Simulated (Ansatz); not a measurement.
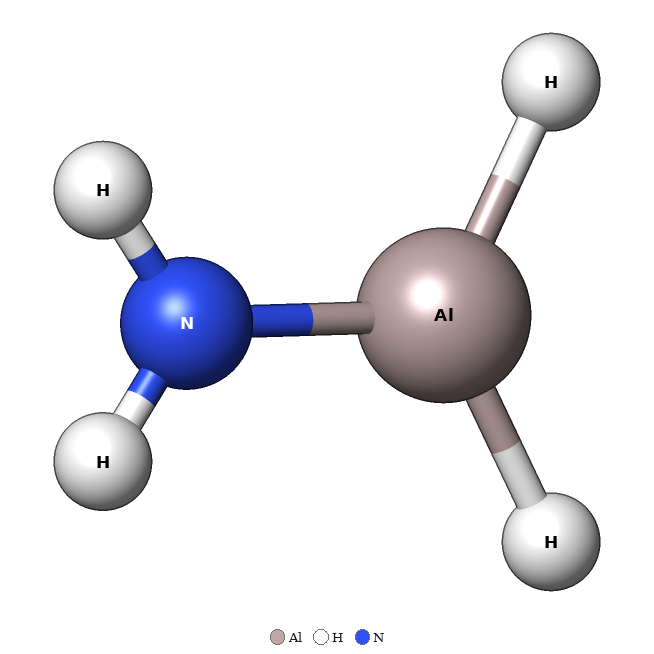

Rendered structure (ball-and-stick style). Every bond is drawn as one stick, whatever its order.

Which formula does it have?

AlH4N, 6 atoms: 1 aluminium, 4 hydrogen and 1 nitrogen.

Count the bonded pairs by element.

2 Al–H, 2 N–H, 1 Al–N. Sticks follow a distance rule.

What is the point group of this geometry?

C2v.

More results for the same structure follow; atom numbers are the same in all pictures, views and colours differ. The geometry was computed by an optimisation with PBE0-D4/def2-TZVP.

**Geometry**

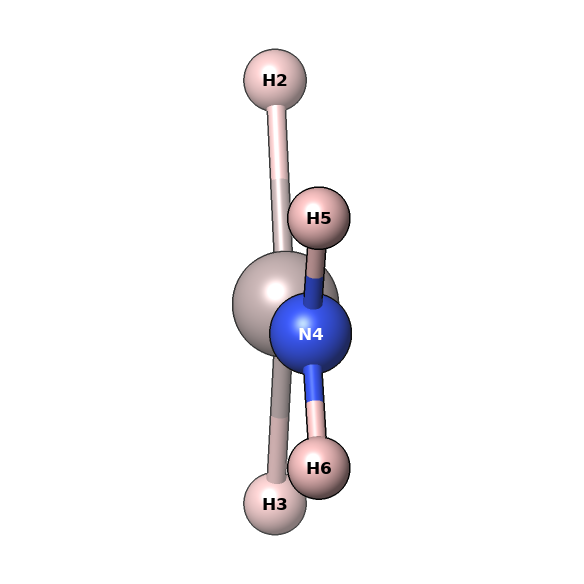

Al1 lies behind N4. The molecule seen nearly along the N4–Al1 bond, N4 in front. Depth is shown by fading: the farther an atom, the more it takes the colour of the background.

What is the torsion angle H5–N4–Al1–H2? The sign is positive where the front bond must turn clockwise to cover the back bond.

0°, synperiplanar (eclipsed).

**Vibrations**

Harmonic vibrations computed with RKS PBE0-D4/def2-TZVP (Ansatz 0.2.0) at a stationary point of the same level.

How many vibrational modes are there, and where do they lie?

12 modes: 423, 443, 494, 606, 735, 752, 834, 1568, 1935, 1940, 3607, 3698 cm⁻¹.

**Electronic properties**

Method: RKS PBE0-D4/def2-TZVPP (Ansatz 0.2.0).

What is the HOMO energy (Kohn–Sham orbital)?

−7.58 eV.

Give the LUMO energy (Kohn–Sham orbital) at this level.

−0.64 eV.

**Dipole moment**

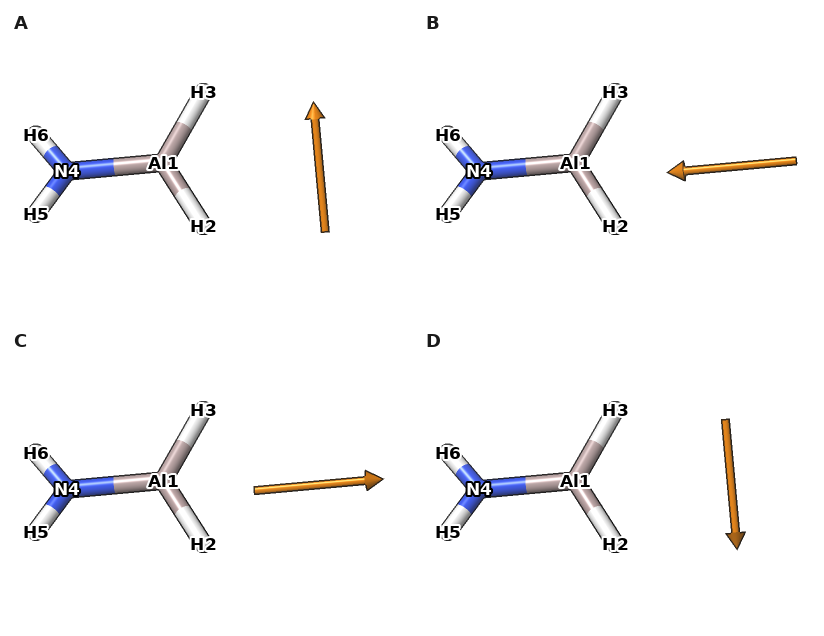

The same molecule four times, each with an arrow. Properties computed with RKS PBE0-D4/def2-TZVP (Ansatz 0.2.0).

Which arrow points along the dipole moment, from the negative to the positive end?

B. The dipole moment is 1.29 D; it points from the side of H2, H3 to the side of H5, H6 (the outermost atoms at the two ends).

**Charges**

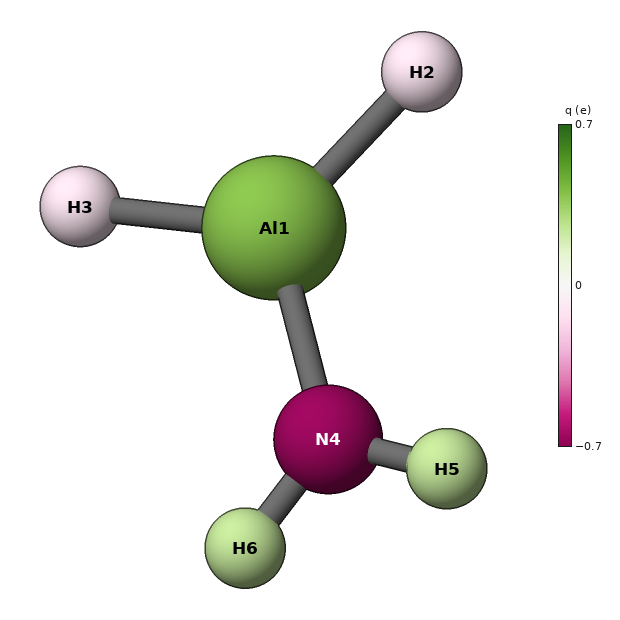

Atoms are coloured by their Mulliken charges. Level of theory: RKS PBE0-D4/def2-TZVP (Ansatz 0.2.0).

Give the Mulliken charges atom by atom.

```tsv
atom	value (e)
Al1	0.39
H2	−0.11
H3	−0.11
N4	−0.65
H5	0.24
H6	0.24
```

Mulliken values depend strongly on the basis set and can even reverse the polarity of a bond.
